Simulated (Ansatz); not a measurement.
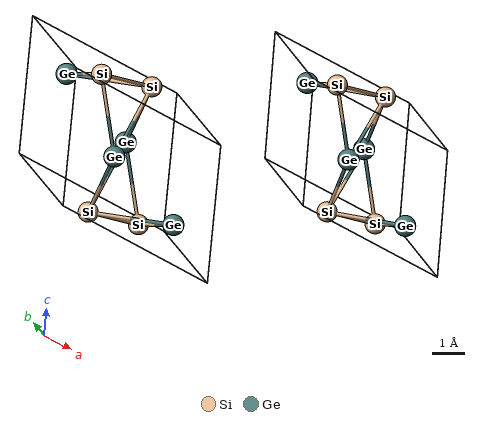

Two geometries of solid SiGe2 (a generated structure, set up in I4/mcm) (coarse preliminary run), drawn at one scale. One is the start of a relaxation, the other its converged end. The picture is a ball-and-stick view of the cell of the calculation, seen slightly off an axis.

Method: DFT PBE, scalar-relativistic, plane waves, PAW in Ansatz 0.2.0. Settings: plane-wave cutoff 420 eV; k-point mesh 4 × 4 × 4; occupations gaussian; smearing width 0.1 eV; no spin polarisation; cell and atoms relaxed; force threshold 0.04 eV/Å; at most 70 steps.

Q: Which geometry has the lower energy?

A: The left one is the relaxed one. The energy falls by 245 meV per atom in 3 accepted moves (4 points after the start). The largest force component goes from 0.51 to 0.0055 eV/Å. The pressure goes from 24.92 to 0.16 GPa. At 1 point the geometry stayed and the basis and grid were re-selected for the new cell (energy shift of 3.2 meV per atom at most each time). The largest moves relative to the cell, 0.080 Å, are those of Ge atoms. Si stays in place. The volume changes by +24.4 %, with a = b = c 4.876 → 5.261 Å (+7.9 %), α 105.6° → 104.6°, β 105.6° → 104.6°, γ 117.5° → 119.7°. Near-neighbour distances that change, for instance: Ge–Si 2.562 → 2.793 Å, Si–Si 2.529 → 2.643 Å, Ge–Ge 2.597 → 2.675 Å. Among the angles between lasting bonds that change: Si–Ge–Si 144.3° → 140.8°, Si–Ge–Si 59.2° → 56.5°. The space group stays I4/mcm (No. 140).
